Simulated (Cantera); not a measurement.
Input: 1 mol MgCO₃, 0.31 mol H₂O, 0.74 mol H₂, equilibrated at 37.0 Pa.

Equilibrium computed with Cantera from the NASA thermochemical tables; the gas is ideal and each condensed phase is pure. Candidate condensed phases: C, C₆H₆, C₇H₈, C₈H₁₈, H₂O, Mg, MgCO₃, MgO, Mg(OH)₂; 116 gas species. Equilibrium is a limit: real reactors are often held back by kinetics, nucleation or transport.

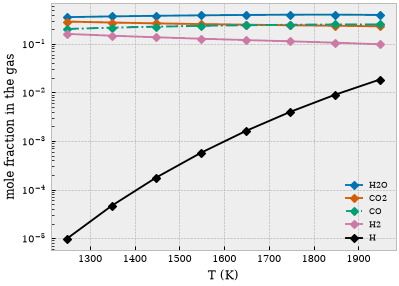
*Equilibrium gas composition (values under 1e-9 drawn at 1e-9)*

From 1248 K to 1948 K the condensed part is MgO(s).
